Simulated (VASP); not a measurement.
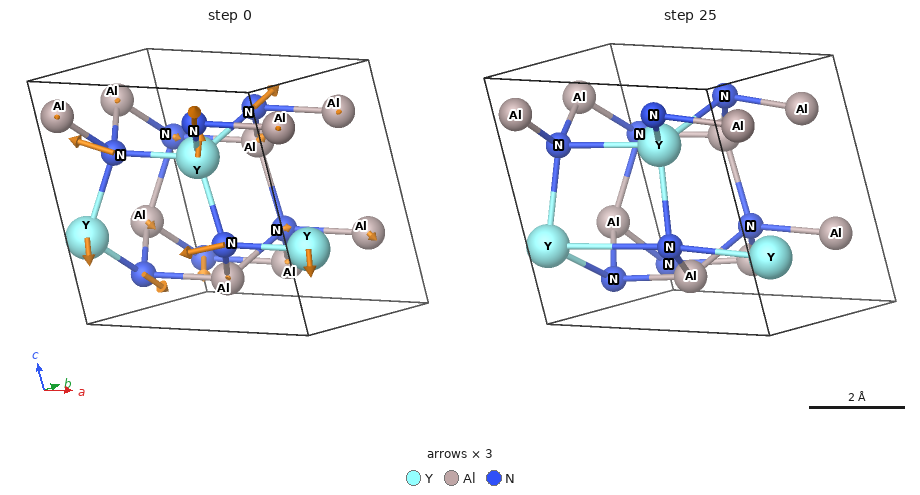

The structure of crystalline YAl3N4 (a generated structure, set up in Cmc2_1) before (left) and after (right) a relaxation, at one scale. The orange arrows give the displacements (the part carried along by the change of the cell is left out), 3 times their true length.

Style: ball-and-stick. Shown: the cell of the calculation, slightly off an axis.

The run lets cell and atoms move.

Level of theory: Kohn-Sham DFT of a periodic cell, PBEsol, VASP PAW PBE potentials, recommended in VASP.

The input:
```
SYSTEM = YAl3N4
PREC = Accurate ; ENCUT = 600
EDIFF = 1E-6 ; ISMEAR = 0
SIGMA = 0.03 ; LREAL = .FALSE.
LASPH = .TRUE. ; NELM = 80
ALGO = Normal ; ISIF = 3
LWAVE = .FALSE. ; LCHARG = .FALSE.
GGA = PS ; IBRION = 2
NSW = 90 ; EDIFFG = -0.01
LUSENCCL = .FALSE.
```

Command:
```bash
cat potpaw_PBE.64/Y_sv/POTCAR potpaw_PBE.64/Al/POTCAR potpaw_PBE.64/N/POTCAR > POTCAR
mpirun -np 1 vasp_std > vasp.out
```

Describe what moved and what it gained.

The largest moves relative to the cell, 0.36 Å, are those of N atoms. Largest moves by element: N 0.36 Å, Y 0.20 Å, Al 0.08 Å. Cell: a 5.087 → 5.115 Å (+0.6 %), b 6.358 → 6.694 Å (+5.3 %), c 6.358 → 6.517 Å (+2.5 %), α 120.0° → 120.9°. Volume +7.5 %. Near-neighbour distances that change, for instance: N–Y 1.933 → 2.315 Å, N–Y 3.154 → 2.806 Å, Y–Y 3.136 → 3.419 Å, N–Y 1.934 → 2.197 Å. Bond angles that change, for instance: Al–N–Al 110.5° → 125.8°, N–Y–N 108.4° → 93.6°, Y–N–Al 110.5° → 97.9°. The space group stays Cmc2_1 (No. 36). The energy falls by 6.254 eV per cell of the calculation in 25 geometry steps. Largest force component: 6.4 eV/Å at the start, 0.0037 eV/Å at the end. Pressure: 26.43 GPa at the start and 0.04 GPa at the end. It ran on 1 × NVIDIA H100 80GB with 1 thread of AMD EPYC 7R13 Processor (Zen 3), on a shared host.
